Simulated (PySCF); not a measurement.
**C6H11NSi (SMILES Cn1ccc(C[SiH3])c1): density, localisation and related maps**

Input

```
{"job": {"kind": "nmr", "xc": "PBE0", "basis": "pcSseg-1", "pop": false}, "charge": 0, "multiplicity": 1}
C     -2.980900    -0.113300     0.900900
N     -1.783500    -0.571800     0.214100
C     -1.603100    -0.410700    -1.132200
C     -0.332400    -0.717000    -1.427600
C      0.377400    -0.926700    -0.232700
C      1.776800    -1.411700    -0.157400
Si     3.066100    -0.061300     0.229900
C     -0.563700    -0.838200     0.775200
H     -3.716600     0.104600     0.166000
H     -2.720800     0.788400     1.489700
H     -3.384100    -0.834100     1.543700
H     -2.528600    -0.139700    -1.642800
H      0.104200    -0.611900    -2.399600
H      1.836600    -2.221900     0.528400
H      2.073600    -1.759200    -1.106100
H      2.876200     1.257900    -0.439100
H      2.861500     0.289500     1.656200
H      4.445600    -0.625800    -0.039700
H     -0.408500    -0.964300     1.830800
```

Launched as:

```sh
OMP_NUM_THREADS=1 python probes_run.py task.json out
```

Geometry: GFN2-xTB, MD frame at 250 fs, 300 K.

These are results of PBE0/pcSseg-1, SCF density, gas phase, non-relativistic in PySCF, not measurements.

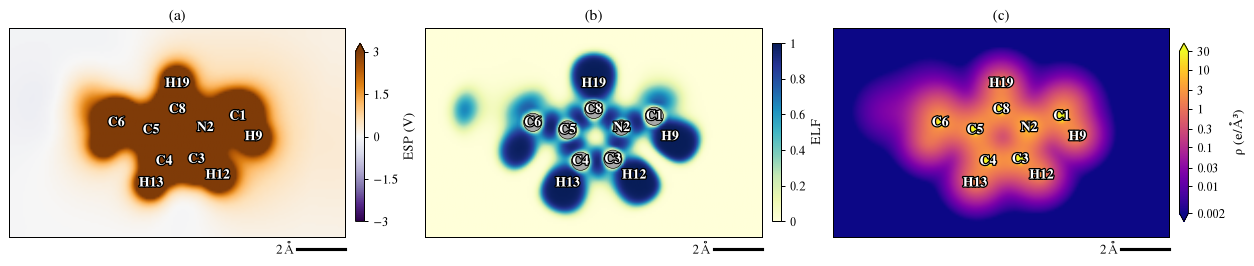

Figure 1. (a) electrostatic potential; (b) ELF; (c) total electron density on the plane of atoms C3, C4 and C5. Grey discs cover the atomic cores in the ELF map.

Interpret the plot.

Answer. The plane passes through C, N and H nuclei. C–C (1.34 Å): ρ is about 2.3 e/Å³ halfway; the ELF peaks at about 0.95 between the atoms; a short, multiple covalent bond. C–N (1.37 Å): ρ at the midpoint is about 2.3 e/Å³; the ELF peaks at about 0.90 between the atoms, as expected for a covalent bond. C–H (1.06 Å): the density is about 2.1 e/Å³ at the midpoint; the ELF climbs to about 1 towards the hydrogen, as it does in any bond to H (a covalent bond by its length). C–C (1.38 Å): the density is about 2.1 e/Å³ at the midpoint; the ELF peaks at about 0.95 between the atoms; a covalent bond. C–N (1.45 Å): ρ is about 1.9 e/Å³ halfway; the ELF peaks at about 0.95 between the atoms; a shared electron pair. The potential has no marked negative region in this plane.

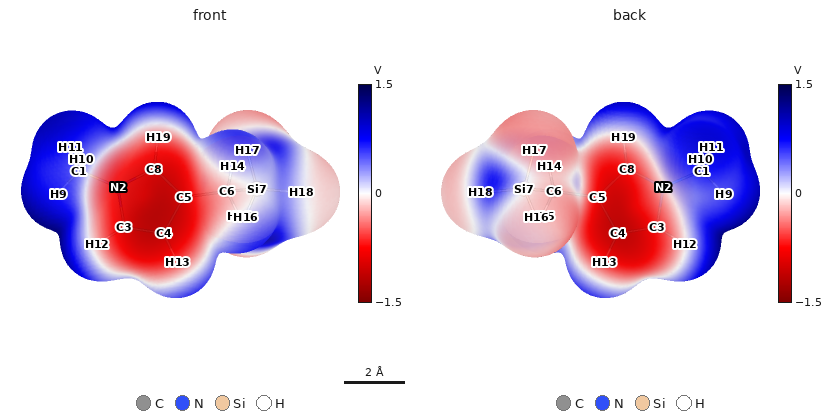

Figure 2. The molecular electrostatic potential painted on the density surface at 0.002 e/bohr³, seen from the front and from behind; red is negative and blue positive.

Which sites attract a positive test charge, and which a negative one?

Answer. A positive charge is drawn to the negative regions and a negative charge to the positive ones. The most negative region (about −1.1 V, or −25 kcal/mol for a unit charge) lies over the π face of C3, C4 and C5, the most positive (about +1.2 V, or +28 kcal/mol for a unit charge) over H9 and H12.

How polar is the molecule by this calculation?

Answer. Its dipole moment is 2.32 D.
